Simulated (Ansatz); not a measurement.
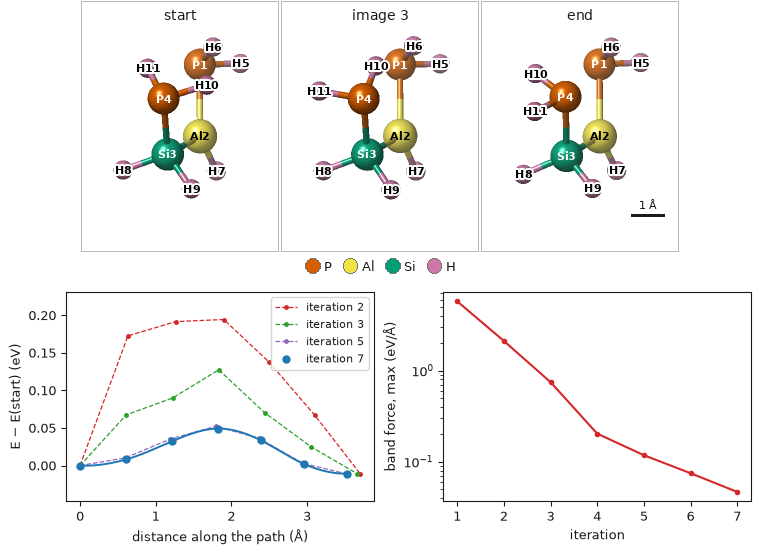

A nudged-elastic-band calculation for AlSiP₂H₇. Images are numbered from 0 (start) to 6 (end). The plot follows the band through its iterations. The picture is a ball-and-stick view, seen from a free direction.

Method: RKS BHLYP-D4/6-31G* in Ansatz 0.2.0. Settings: 5 movable images; climbing image; force threshold 0.05 eV/Å; iteration limit 56; starting path through a guess of the saddle point.

Q: Did the band converge, and can the barrier be trusted?

A: The result is final at these settings. The band converged in 7 iterations. The largest component of the band force went from 5.7 to 0.047 eV/Å. The climbing image converged on the top of the path. Its vibrational analysis gives one imaginary mode (140i cm⁻¹), as a transition state must have. The first iteration put the highest image at 0.858 eV. The highest point, image 3, lies 0.049 eV above the start and 0.060 eV above the end; the end is at −0.011 eV relative to the start.

Cost: 2.6 min on 1 thread of Intel(R) Xeon(R) Platinum 8488C (Sapphire Rapids) (shared host), peak memory 0.21 GiB.
